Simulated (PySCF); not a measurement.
Vertical excitations of a molecule C₃HBrClF from TDDFT-B3LYP/def2-SVPD (PySCF), as energy in eV (oscillator strength): 4.30 (0.000), 5.15 (0.001), 5.29 (0.022), 5.94 (0.077), 5.98 (0.001), 6.07 (0.011), 6.16 (0.583), 6.44 (0.001), 6.47 (0.001), 6.62 (0.001). Lowest triplet (TDA): 3.75 eV. The structure is a stationary point at PBE-D3(BJ)/def2-SVP. Other conformers were not sampled.

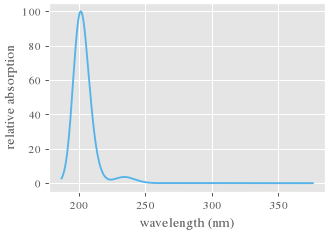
Figure: The lines broadened by 0.4 eV.

Q: Pick the molecule that these values belong to.
A) FC(Br)=C=CCl
B) FC(Cl)=C=CBr
C) FC=C=C(Cl)Br

A: A, FC(Br)=C=CCl
